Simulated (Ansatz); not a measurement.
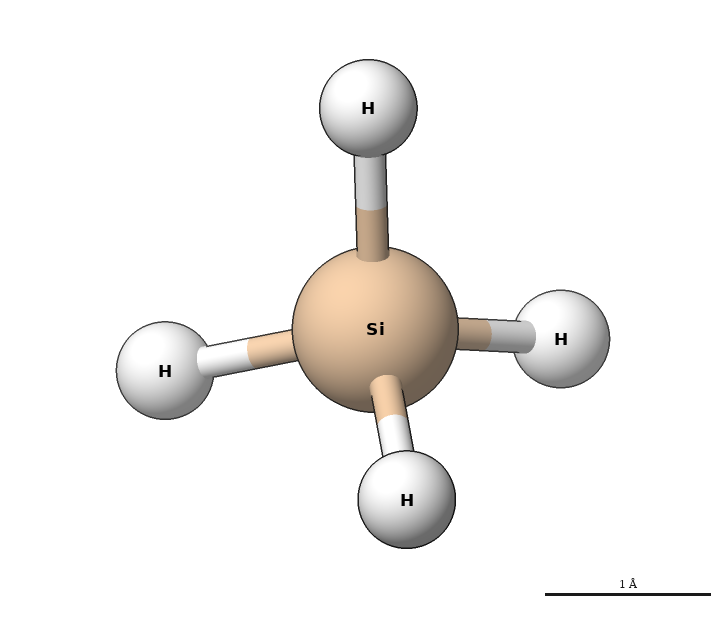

A ball-and-stick model of a molecule. Every bond is drawn as one stick, whatever its order.

Give the formula.

Answer. SiH4, 5 atoms: 1 silicon and 4 hydrogen.

How many atoms are distinct by symmetry?

Answer. 2: 1 Si, 4 H.

Which point group does it belong to?

Answer. Td.

The parts below concern this one geometry. Atoms keep their numbers from picture to picture. Computed geometry: PBE0-D4/def2-TZVP optimisation.

## Shape

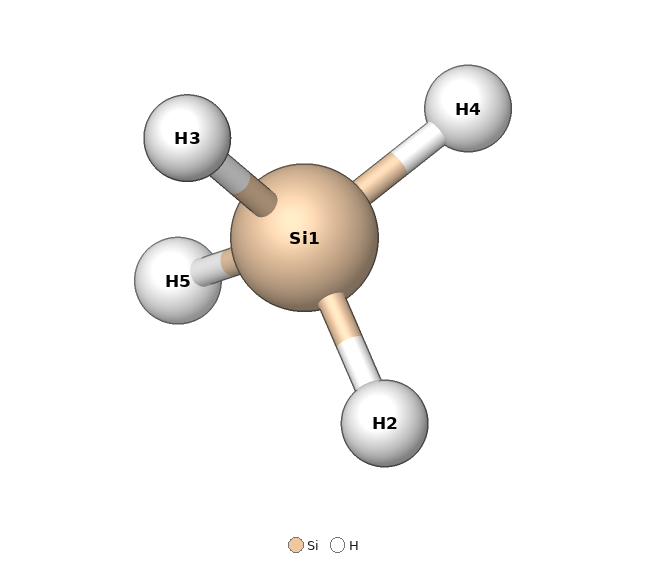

The atoms are numbered.

Which atoms are bonded, and how long are the bonds?

```
  bond  length (Å)
Si1–H2       1.485
Si1–H3       1.485
Si1–H4       1.485
Si1–H5       1.485
```

## Vibrations

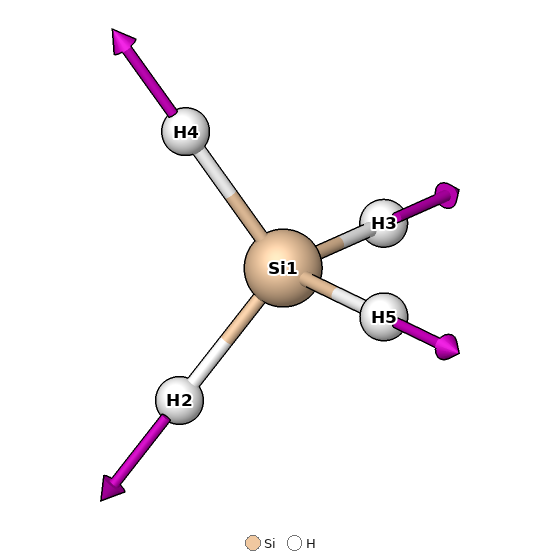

The arrows show one normal mode. Harmonic vibrations computed with RKS PBE0-D4/def2-TZVP (Ansatz 0.2.0) at a stationary point of the same level.

Describe the motion.

Answer. Mostly in-phase stretching of 4 Si–H bonds.

Estimate its harmonic wavenumber.

Answer. 2235 cm⁻¹; it is mode 6 of 9 counted from the lowest.

## Thermal motion

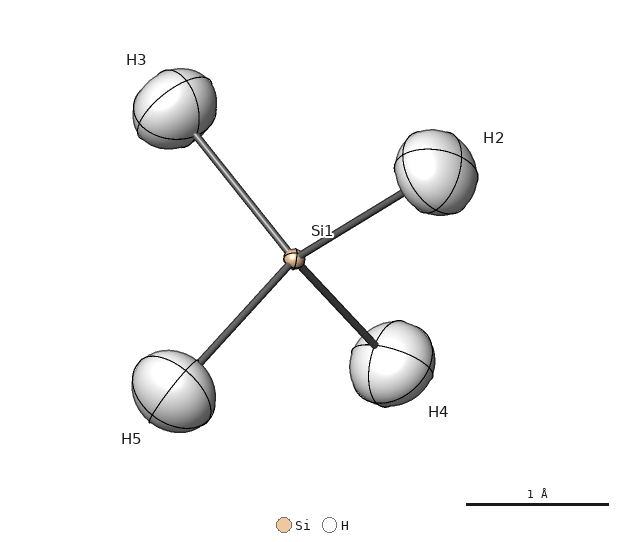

Displacement ellipsoids at the 50 % level, enlarged 2 times, from the internal vibrations of the free molecule (harmonic, no overall translation or rotation; no half-axis is drawn under 0.075 Å). Vibrations computed with RKS PBE0-D4/def2-TZVP (Ansatz 0.2.0). Temperature: 0 K (zero-point motion alone).

List U_eq and the three principal root-mean-square amplitudes for each kind of atom.

| atom | U_eq (Å²) | rms amplitudes (Å) |
| --- | --- | --- |
| Si1 | 0.00007 | 0.008, 0.008, 0.008 |
| H2, H3, H4, H5 | 0.0095 | 0.085, 0.103, 0.103 |

## Electronic properties

Method: RHF-CCSD(T), frozen core/def2-QZVPP (Ansatz 0.2.0).

What is the T1 diagnostic?

Answer. 0.011.

## Charges

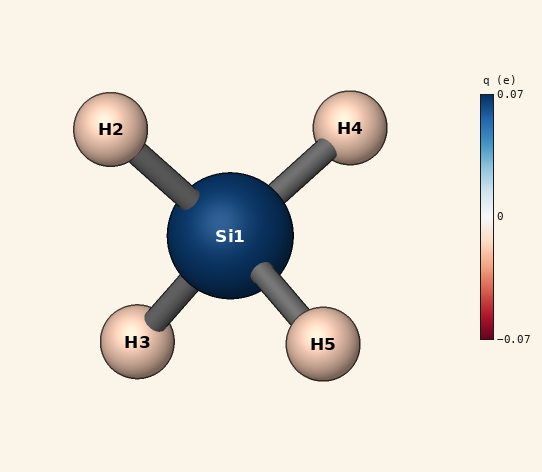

Atoms are coloured by their Mulliken charges. Properties computed with RKS PBE0-D4/def2-TZVP (Ansatz 0.2.0).

Give the Mulliken charges atom by atom.

| atom | value (e) |
| --- | --- |
| Si1 | 0.07 |
| H2 | −0.02 |
| H3 | −0.02 |
| H4 | −0.02 |
| H5 | −0.02 |

Mulliken values depend strongly on the basis set and can even reverse the polarity of a bond.
